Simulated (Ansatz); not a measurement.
Breaking the Mg1–H2 bond in MgH (multiplicity 2 held). Energies count from the point at 1.743 Å.


Unrestricted levels (U-) break spin symmetry where that is lower. Active spaces are followed from rest. Full CI gives the lowest state of the spin. Levels need not reach the same state.

Frozen-core correlation.

The values were computed with Ansatz (a program for electronic structure). Values without a source in brackets are computed.

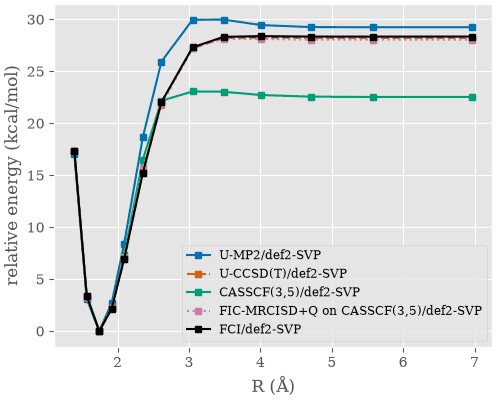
Fig. 1. Relative energy along the coordinate

**Question.** Order the other curves in the same basis by their non-parallelity to FCI/def2-SVP (largest less smallest deviation, whatever its cause), smallest first.

**Answer.** U-CCSD(T)/def2-SVP (0.2 kcal/mol), FIC-MRCISD+Q on CASSCF(3,5)/def2-SVP (0.8 kcal/mol), U-MP2/def2-SVP (4.2 kcal/mol), CASSCF(3,5)/def2-SVP (7.1 kcal/mol)

Doubts at one or more of the structures used: a spin-contaminated determinant (U-MP2/def2-SVP, U-CCSD(T)/def2-SVP); T1 above 0.05 (U-CCSD(T)/def2-SVP).
